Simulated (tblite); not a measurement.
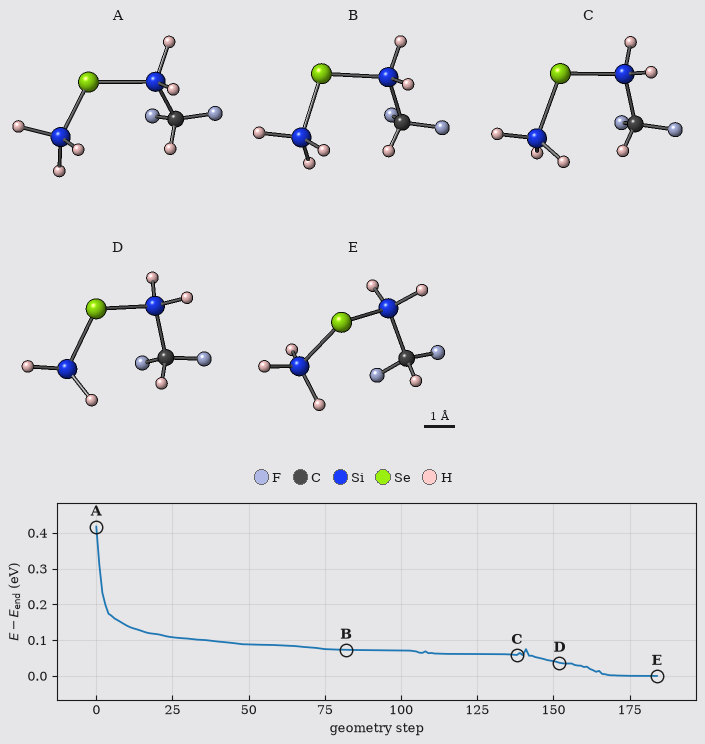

Frames of a relaxation of CH6F2SeSi2, marked on the history of the run. A ball-and-stick model, seen at a tilt.

Level of theory: GFN2-xTB geometry optimisation, gas phase (tblite 0.8.0). 

### Describe the path.

The largest move after the best rigid fit is that of an H atom, 1.96 Å. By element the largest moves are H 1.96 Å, Se 1.77 Å, F 1.33 Å, C 0.58 Å, Si 0.41 Å. Among the contacts that change: C–Si 1.864 → 1.937 Å, Se–Si 2.267 → 2.322 Å, H–Si 1.484 → 1.456 Å, C–F 1.391 → 1.367 Å. Among the angles between lasting bonds that change: Si–Se–Si 114.0° → 103.5°, Si–C–H 106.5° → 115.8°, H–Si–H 105.8° → 113.4°. Groups turn about Se–Si by about 120°, Se–Si by about 35°. After 184 geometry steps the energy has fallen by 0.418 eV. The run took 1 s on 1 thread of Arm Neoverse V2 (shared host). From step 0 to 82: an F atom moves most (0.69 Å), energy −0.345 eV. From step 82 to 138: an H atom moves most (0.64 Å), energy −0.015 eV. From step 138 to 152: an F atom moves most (0.54 Å), energy −0.022 eV. From step 152 to 184: H atoms move most (0.73 Å), energy −0.037 eV.

```csv
step,"E − E(0), eV"
0,0.0000
1,-0.1064
2,-0.1851
3,-0.2190
4,-0.2434
5,-0.2494
6,-0.2570
7,-0.2618
8,-0.2670
9,-0.2719
10,-0.2768
19,-0.2998
28,-0.3120
37,-0.3186
47,-0.3282
56,-0.3307
65,-0.3340
74,-0.3416
83,-0.3447
92,-0.3455
102,-0.3463
111,-0.3550
120,-0.3562
129,-0.3565
138,-0.3591
147,-0.3707
157,-0.3871
166,-0.4120
175,-0.4174
184,-0.4177
```
